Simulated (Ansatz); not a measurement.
**BSiNH+ (quintet): wave-function methods side by side, cc-pVDZ**

Aim: climb from Hartree-Fock through coupled cluster for BSiNH+ (quintet) at one geometry and basis, and see what each rung misses.

The runs use Ansatz 0.2.0, Gaussian basis; cc-pVDZ, core rule «outside noble gas», up to 7 orbitals frozen.

Plan: UHF; CCSD(T) on ROHF; CCSD(T) on UHF; BCCD(T) on ROHF; CISD as a restricted active space (open shells left free, so some higher excitations enter); CCSDT(Q) on ROHF; CCSDT(Q) on UHF.

18 further runs of the same task are left out: 8 that didn't finish, 10 set aside as unsound or not needed. Runs told in other sessions of the task aren't counted.

## Step 1: What is computed

The geometry is a PBE0/def2-TZVP stationary point (not a proven minimum) of the parent state, kept for this charge and spin.

4 atoms, charge 1, spin multiplicity 5.

Atoms are counted from 1 here; the program's logs count them from 0.

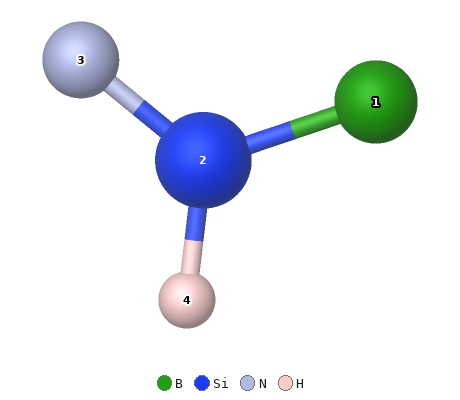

The geometry (boron green, silicon blue, nitrogen light blue, hydrogen pink); atoms are numbered from 1 in the order of the file.

Geometry (Å):

| atom | x (Å) | y (Å) | z (Å) |
| --- | --- | --- | --- |
| B1 | 0.0000 | -0.5645 | 1.7179 |
| Si2 | 0.0000 | 0.3701 | 0.0409 |
| N3 | 0.0000 | -0.4396 | -1.4177 |
| H4 | 0.0000 | 1.8530 | 0.1336 |

In the tables R marks a restricted open-shell determinant and U an unrestricted one; energies count from the table's Hartree-Fock row.

## Step 2: UHF

Contents of in.yaml:

```yaml
crystal:
  periodic: [false, false, false]
  atoms:
    - {symbol: B, position_ang: [0.000000, -0.564500, 1.717940]}
    - {symbol: Si, position_ang: [0.000000, 0.370053, 0.040934]}
    - {symbol: N, position_ang: [0.000000, -0.439646, -1.417676]}
    - {symbol: H, position_ang: [0.000000, 1.852957, 0.133591]}
basis:
  gaussian: {orbitals: cc-pVDZ}
total_charge: 1
magnetization: {spin_polarized: true, initial_magnetization: 4}
hamiltonian: {xc: hf}
output: {orbitals: {seedname: orbitals}}
```

Run with:

```
$ ansatz run in.yaml --threads 1 --pin off --events-out ev --progress --plain --max-ram 2393MiB
```

The program printed:

```text
Functional definition: HF
  name "HF"
  cite "Fock, Z. Phys. 61, 126 (1930) doi:10.1007/BF01340294"
  parent pbe
  exchange = exact_x
  correlation = 0
496 factors; integrals over basis functions are off by at most 1.0e-3 eV
mean field evaluation 1: about -10013.4577 eV, gradient 2.1e1 eV
mean field evaluation 2: about -10013.5681 eV, gradient 2.0e1 eV
mean field evaluation 4: about -10017.5414 eV, gradient 3.3e0 eV
mean field evaluation 8: about -10017.9108 eV, gradient 5.7e-1 eV
mean field evaluation 16: about -10017.9368 eV, gradient 2.6e-5 eV
mean field evaluation 32: about -10017.9307 eV, gradient 1.9e-1 eV
mean field evaluation 64: about -10016.7444 eV, gradient 9.2e-1 eV
mean field evaluation 96: about -10017.7363 eV, gradient 4.1e0 eV
mean field evaluation 128: about -10016.2715 eV, gradient 5.7e-1 eV
mean field evaluation 160: about -10000.6372 eV, gradient 3.5e1 eV
mean field -10017.93680256 eV, -368.1523870925 hartree, gradient 2.6e-5 eV, S^2 6.013748; 5 other end points of the search recorded, 0 dependent functions left out
reference -10017.93680256 eV, -368.1523870925 hartree; 15, 11 occupied and 36, 40 virtual orbitals, 496 factors
Total energy: -10017.93680256 eV, -368.1523870925 hartree
```

It took 1.3 s on 1 thread of Arm Neoverse V2, shared host.

From the report: ⟨S²⟩ of the determinant 6.014 (pure quintet: 6.00).

## Step 3: CCSD(T) on ROHF

Edit in.yaml of step 2 so:

```diff
@@ -10,4 +10,3 @@
 total_charge: 1
-magnetization: {spin_polarized: true, initial_magnetization: 4}
-hamiltonian: {xc: hf}
-output: {orbitals: {seedname: orbitals}}
+magnetization: {spin_polarized: false, initial_magnetization: 4}
+correlation: {method: ccsd_t, electrons: outside_noble_gas}
```

Launched as before.

The program printed, cut to the lines that bear on the results:

```text
Functional definition: HF
  name "HF"
  cite "Fock, Z. Phys. 61, 126 (1930) doi:10.1007/BF01340294"
  parent pbe
[...]
496 factors; integrals over basis functions are off by at most 1.0e-3 eV
[...]
mean field -10017.74856880 eV, -368.1454696296 hartree, gradient 3.0e-6 eV, S^2 6.000000; 16 other end points of the search recorded, 0 dependent functions left out
[...]
determinant -10017.74856880 eV, -368.1454696296 hartree, with singles and doubles -10024.30662793 eV, -368.3864738574 hartree
determinant -10017.01558470 eV, -368.1185329606 hartree, with singles and doubles -10023.45388535 eV, -368.3551361456 hartree
determinant -10016.51544175 eV, -368.1001530464 hartree, with singles and doubles -10023.29308895 eV, -368.3492269870 hartree
determinant -10015.97383283 eV, -368.0802492858 hartree, with singles and doubles -10022.72227763 eV, -368.3282500579 hartree
determinant -10015.85144377 eV, -368.0757515707 hartree, with singles and doubles -10022.43405808 eV, -368.3176581847 hartree
determinant -10015.14402763 eV, -368.0497545069 hartree, with singles and doubles -10022.14780660 eV, -368.3071386367 hartree
determinant -10015.02324142 eV, -368.0453156957 hartree, with singles and doubles -10021.46612946 eV, -368.2820874640 hartree
7 core orbitals not correlated: weight in the atoms' cores, before any rotation towards them, 1.000 or more for the frozen orbitals, at most 0.000 for the correlated occupied ones
reference -10017.74856880 eV, -368.1454696296 hartree; 8, 4 occupied and 36, 40 virtual orbitals, 496 factors
second order -5.25156139 eV of doubles, -0.12306370 eV of singles
cycle   1  -6.55911273 eV  change   -1.1e-3 eV  update   2.2e-3
[...]
cycle  11  -6.56121971 eV  change   -9.5e-6 eV  update   1.1e-5
perturbative correction -0.18750837 eV, -0.0068908056 hartree
Total energy: -10024.49729688 eV, -368.3934808121 hartree
```

Wall time 7.5 s (1 thread of Arm Neoverse V2, shared host).

From the report: correlation -6.7487 eV; T1 0.030; largest double amplitude 0.04.

## Step 4: CCSD(T) on UHF

Edit in.yaml of step 3 so:

```diff
@@ -10,3 +10,3 @@
 total_charge: 1
-magnetization: {spin_polarized: false, initial_magnetization: 4}
+magnetization: {spin_polarized: true, initial_magnetization: 4}
 correlation: {method: ccsd_t, electrons: outside_noble_gas}
```

Launched as before.

The program printed, cut to the lines that bear on the results:

```text
Functional definition: HF
  name "HF"
  cite "Fock, Z. Phys. 61, 126 (1930) doi:10.1007/BF01340294"
  parent pbe
[...]
496 factors; integrals over basis functions are off by at most 1.0e-3 eV
[...]
mean field -10017.93680256 eV, -368.1523870925 hartree, gradient 2.4e-6 eV, S^2 6.013748; 20 other end points of the search recorded, 0 dependent functions left out
determinant -10017.93680256 eV, -368.1523870925 hartree, with singles and doubles -10024.31169948 eV, -368.3866602333 hartree
determinant -10017.19474226 eV, -368.1251168795 hartree, with singles and doubles -10023.45803783 eV, -368.3552887462 hartree
determinant -10016.80646420 eV, -368.1108479242 hartree, with singles and doubles -10023.30783774 eV, -368.3497689949 hartree
determinant -10016.30667258 eV, -368.0924809207 hartree, with singles and doubles -10022.73079274 eV, -368.3285629823 hartree
determinant -10016.02270837 eV, -368.0820454287 hartree, with singles and doubles -10022.44074405 eV, -368.3179038896 hartree
determinant -10015.62798741 eV, -368.0675397010 hartree, with singles and doubles -10022.14037715 eV, -368.3068656094 hartree
determinant -10015.18492031 eV, -368.0512572852 hartree, with singles and doubles -10021.47119352 eV, -368.2822735648 hartree
determinant -10014.51629965 eV, -368.0266859294 hartree, with singles and doubles -10021.11881472 eV, -368.2693238828 hartree
7 core orbitals not correlated: weight in the atoms' cores, before any rotation towards them, 1.000 or more for the frozen orbitals, at most 0.000 for the correlated occupied ones
reference -10017.93680256 eV, -368.1523870925 hartree; 8, 4 occupied and 36, 40 virtual orbitals, 496 factors
second order -5.18346186 eV of doubles, -0.00000000 eV of singles
cycle   1  -6.37594762 eV  change   -1.1e-3 eV  update   2.2e-3
[...]
cycle  11  -6.37796430 eV  change   -1.2e-5 eV  update   1.1e-5
perturbative correction -0.18384519 eV, -0.0067561860 hartree
Total energy: -10024.49861204 eV, -368.3935291433 hartree
```

Run time: 8.5 s. Hardware: 1 thread of Arm Neoverse V2, shared host.

From the report: ⟨S²⟩ of the determinant 6.014 (pure quintet: 6.00); correlation -6.5618 eV; T1 0.025; largest double amplitude 0.05.

## Step 5: BCCD(T) on ROHF

Edit in.yaml of step 4 so:

```diff
@@ -10,3 +10,3 @@
 total_charge: 1
-magnetization: {spin_polarized: true, initial_magnetization: 4}
-correlation: {method: ccsd_t, electrons: outside_noble_gas}
+magnetization: {spin_polarized: false, initial_magnetization: 4}
+correlation: {method: bccd_t, electrons: outside_noble_gas}
```

The command is unchanged.

The program printed, cut to the lines that bear on the results:

```text
Functional definition: HF
  name "HF"
  cite "Fock, Z. Phys. 61, 126 (1930) doi:10.1007/BF01340294"
  parent pbe
[...]
496 factors; integrals over basis functions are off by at most 1.0e-3 eV
[...]
mean field -10017.74856880 eV, -368.1454696296 hartree, gradient 3.0e-6 eV, S^2 6.000000; 16 other end points of the search recorded, 0 dependent functions left out
[...]
determinant -10017.74856880 eV, -368.1454696296 hartree, with singles and doubles -10024.30662793 eV, -368.3864738574 hartree
determinant -10017.01558470 eV, -368.1185329606 hartree, with singles and doubles -10023.45388535 eV, -368.3551361456 hartree
determinant -10016.51544175 eV, -368.1001530464 hartree, with singles and doubles -10023.29308895 eV, -368.3492269870 hartree
determinant -10015.97383283 eV, -368.0802492858 hartree, with singles and doubles -10022.72227763 eV, -368.3282500579 hartree
determinant -10015.85144377 eV, -368.0757515707 hartree, with singles and doubles -10022.43405808 eV, -368.3176581847 hartree
determinant -10015.14402763 eV, -368.0497545069 hartree, with singles and doubles -10022.14780660 eV, -368.3071386367 hartree
determinant -10015.02324142 eV, -368.0453156957 hartree, with singles and doubles -10021.46612946 eV, -368.2820874640 hartree
7 core orbitals not correlated: weight in the atoms' cores, before any rotation towards them, 1.000 or more for the frozen orbitals, at most 0.000 for the correlated occupied ones
reference -10017.74856880 eV, -368.1454696296 hartree; 8, 4 occupied and 36, 40 virtual orbitals, 496 factors
second order -5.25156139 eV of doubles, -0.12306370 eV of singles
cycle   1  -6.55537220 eV  change    2.7e-3 eV  update   8.3e-3
[...]
cycle  12  -6.55343084 eV  change    1.3e-6 eV  update   1.1e-5
perturbative correction -0.19775941 eV, -0.0072675244 hartree
Total energy: -10024.49975905 eV, -368.3935712952 hartree
```

Wall time 7.5 s (1 thread of Arm Neoverse V2, shared host).

From the report: correlation -6.7512 eV; largest double amplitude 0.04.

## Step 6: CISD as a restricted active space (open shells left free, so some higher excitations enter)

Edit in.yaml of step 5 so:

```diff
@@ -11,2 +11,2 @@
 magnetization: {spin_polarized: false, initial_magnetization: 4}
-correlation: {method: bccd_t, electrons: outside_noble_gas}
+correlation: {active_space: {ras: {orbitals: [4, 4, 36], electrons: 12, max_holes: 2, max_particles: 2}, fixed_orbitals: true}}
```

The command is unchanged.

The program printed, cut to the lines that bear on the results:

```text
Functional definition: HF
  name "HF"
  cite "Fock, Z. Phys. 61, 126 (1930) doi:10.1007/BF01340294"
  parent pbe
[...]
496 factors; integrals over basis functions are off by at most 1.0e-3 eV
[...]
mean field -10017.74856880 eV, -368.1454696296 hartree, gradient 3.0e-6 eV, S^2 6.000000; 13 other end points of the search recorded, 0 dependent functions left out
reference -10017.74856880 eV, -368.1454696296 hartree; 15, 11 occupied and 36, 40 virtual orbitals, 496 factors
state -10023.81740586 eV, -368.3684952780 hartree
Total energy: -10023.81740586 eV, -368.3684952780 hartree
```

Run time: 12 s. Hardware: 1 thread of Arm Neoverse V2, shared host.

From the report: 281,123 determinants.

## Step 7: CCSDT(Q) on ROHF

Edit in.yaml of step 6 so:

```diff
@@ -11,2 +11,2 @@
 magnetization: {spin_polarized: false, initial_magnetization: 4}
-correlation: {active_space: {ras: {orbitals: [4, 4, 36], electrons: 12, max_holes: 2, max_particles: 2}, fixed_orbitals: true}}
+correlation: {method: ccsdt_q, electrons: outside_noble_gas}
```

Launched as before.

The program printed, cut to the lines that bear on the results:

```text
Functional definition: HF
  name "HF"
  cite "Fock, Z. Phys. 61, 126 (1930) doi:10.1007/BF01340294"
  parent pbe
[...]
960 factors; integrals over basis functions are off by at most 1.6e-7 eV
[...]
mean field -10017.74864468 eV, -368.1454724180 hartree, gradient 2.6e-6 eV, S^2 6.000000; 16 other end points of the search recorded, 0 dependent functions left out
[...]
determinant -10017.74864468 eV, -368.1454724180 hartree, with singles and doubles -10024.30669698 eV, -368.3864763949 hartree
determinant -10017.01565709 eV, -368.1185356210 hartree, with singles and doubles -10023.45395364 eV, -368.3551386551 hartree
determinant -10016.51551398 eV, -368.1001557009 hartree, with singles and doubles -10023.29315405 eV, -368.3492293791 hartree
determinant -10015.97390152 eV, -368.0802518099 hartree, with singles and doubles -10022.72234116 eV, -368.3282523923 hartree
determinant -10015.85151933 eV, -368.0757543474 hartree, with singles and doubles -10022.43412853 eV, -368.3176607735 hartree
determinant -10015.14411217 eV, -368.0497576136 hartree, with singles and doubles -10022.14788184 eV, -368.3071414019 hartree
determinant -10015.02331254 eV, -368.0453183094 hartree, with singles and doubles -10021.46619732 eV, -368.2820899576 hartree
7 core orbitals not correlated: weight in the atoms' cores, before any rotation towards them, 1.000 or more for the frozen orbitals, at most 0.000 for the correlated occupied ones
reference -10017.74864468 eV, -368.1454724180 hartree; 8, 4 occupied and 36, 40 virtual orbitals, 960 factors
second order -5.25157502 eV of doubles, -0.12306346 eV of singles
cycle   1  -6.18038886 eV  change   -8.0e-1 eV  update   8.4e-2
[...]
cycle  34  -6.80140341 eV  change    2.6e-8 eV  update   1.4e-6
perturbative correction -0.01330409 eV, -0.0004889162 hartree
Total energy: -10024.56335217 eV, -368.3959082991 hartree
```

Run time: 63 s. Hardware: 1 thread of Arm Neoverse V2, shared host; peak memory 0.66 GiB.

From the report: correlation -6.8147 eV; T1 0.033; largest double amplitude 0.05.

## Step 8: CCSDT(Q) on UHF

Edit in.yaml of step 7 so:

```diff
@@ -10,3 +10,3 @@
 total_charge: 1
-magnetization: {spin_polarized: false, initial_magnetization: 4}
+magnetization: {spin_polarized: true, initial_magnetization: 4}
 correlation: {method: ccsdt_q, electrons: outside_noble_gas}
```

Launched as before.

The program printed, cut to the lines that bear on the results:

```text
Functional definition: HF
  name "HF"
  cite "Fock, Z. Phys. 61, 126 (1930) doi:10.1007/BF01340294"
  parent pbe
[...]
960 factors; integrals over basis functions are off by at most 1.6e-7 eV
[...]
mean field -10017.93687820 eV, -368.1523898723 hartree, gradient 2.8e-6 eV, S^2 6.013748; 20 other end points of the search recorded, 0 dependent functions left out
determinant -10017.93687820 eV, -368.1523898723 hartree, with singles and doubles -10024.31176874 eV, -368.3866627786 hartree
determinant -10017.19481431 eV, -368.1251195274 hartree, with singles and doubles -10023.45810616 eV, -368.3552912573 hartree
determinant -10016.80653540 eV, -368.1108505408 hartree, with singles and doubles -10023.30790304 eV, -368.3497713945 hartree
determinant -10016.30674099 eV, -368.0924834347 hartree, with singles and doubles -10022.73085685 eV, -368.3285653381 hartree
determinant -10016.02278417 eV, -368.0820482140 hartree, with singles and doubles -10022.44081493 eV, -368.3179064943 hartree
determinant -10015.62806857 eV, -368.0675426835 hartree, with singles and doubles -10022.14045154 eV, -368.3068683432 hartree
determinant -10015.18499136 eV, -368.0512598962 hartree, with singles and doubles -10021.47126161 eV, -368.2822760671 hartree
determinant -10014.51637713 eV, -368.0266887766 hartree, with singles and doubles -10021.11888706 eV, -368.2693265412 hartree
7 core orbitals not correlated: weight in the atoms' cores, before any rotation towards them, 1.000 or more for the frozen orbitals, at most 0.000 for the correlated occupied ones
reference -10017.93687820 eV, -368.1523898723 hartree; 8, 4 occupied and 36, 40 virtual orbitals, 960 factors
second order -5.18347542 eV of doubles, -0.00000000 eV of singles
cycle   1  -5.98636832 eV  change   -8.0e-1 eV  update   8.4e-2
[...]
cycle  34  -6.61469426 eV  change   -4.3e-8 eV  update   1.3e-6
perturbative correction -0.01402709 eV, -0.0005154862 hartree
Total energy: -10024.56559955 eV, -368.3959908888 hartree
```

Run time: 59 s. Hardware: 1 thread of Arm Neoverse V2, shared host; peak memory 0.52 GiB.

From the report: ⟨S²⟩ of the determinant 6.014 (pure quintet: 6.00); correlation -6.6287 eV; T1 0.030; largest double amplitude 0.06.

## Step 9: All levels against the top one

The yardstick is UCCSDT(Q), where the cluster series has nearly closed. Rows without a time are mean-field rows or come out of runs for another level: lower rungs of the coupled-cluster runs, or the Hartree-Fock search.

Differences are taken before rounding.

| method | energy from the lowest ROHF (meV) | from UCCSDT(Q) (meV) | time |
| --- | --- | --- | --- |
| ROHF | 0.0 | +6817.0 |  |
| UHF | -188.2 | +6628.8 |  |
| RMP2 | -5374.6 | +1442.4 |  |
| UMP2 | -5371.7 | +1445.3 |  |
| CISD | -6068.8 | +748.2 | 12 s |
| RCCSD | -6561.2 | +255.8 |  |
| UCCSD | -6566.2 | +250.8 |  |
| RCCSD(T) | -6748.7 | +68.3 | 7.5 s |
| UCCSD(T) | -6750.0 | +67.0 | 8.5 s |
| BCCD(T) | -6751.2 | +65.8 | 7.5 s |
| RCCSDT | -6801.5 | +15.6 |  |
| UCCSDT | -6803.0 | +14.0 |  |
| RCCSDT(Q) | -6814.8 | +2.2 | 63 s |
| UCCSDT(Q) | -6817.0 | 0 | 59 s |

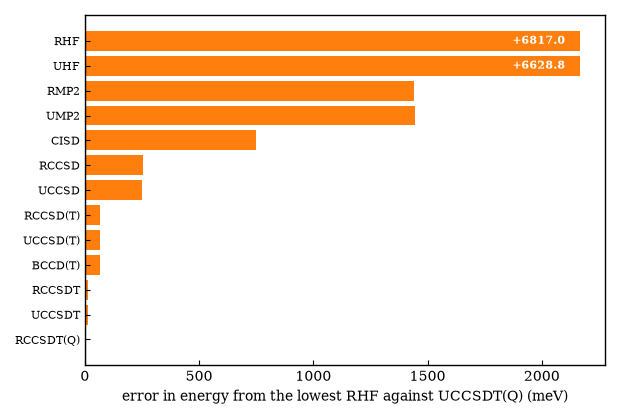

How far each level lands from UCCSDT(Q). Bars with a number in them are cut short.

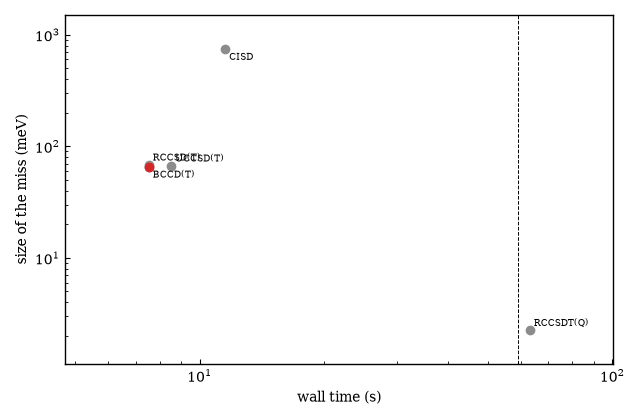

Accuracy for the time spent; red marks the levels that beat every quicker one drawn (of those quicker than the yardstick), and the dashed line is the time of UCCSDT(Q). Times are from a shared host.

## Step 10: Results

| quantity | value |
| --- | --- |
| UCCSDT(Q) from the ROHF energy | -6.8170 eV |
| RMP2 from UCCSDT(Q) | +1442.4 meV |
| UMP2 from UCCSDT(Q) | +1445.3 meV |
| RCCSD from UCCSDT(Q) | +255.8 meV |
| RCCSD(T) from UCCSDT(Q) | +68.3 meV |
| UCCSD(T) from UCCSDT(Q) | +67.0 meV |
| RCCSDT(Q) from UCCSDT(Q) | +2.2 meV |
| levels within 1 kcal/mol (43 meV) | RCCSDT, UCCSDT, RCCSDT(Q) |
| T1 diagnostic | 0.030 |

RCCSD(T) lands +68.3 meV from the yardstick (1.0 % of the correlation energy). These misses are within one basis, not against nature; the frozen cores of restricted and unrestricted runs differ, which can shift their rows.

With open shells the CI space here admits some higher excitations, so it is larger than plain CISD.

For cost: BCCD(T) gets within 65.8 meV in 7.5 s, where UCCSDT(Q) took 59 s.
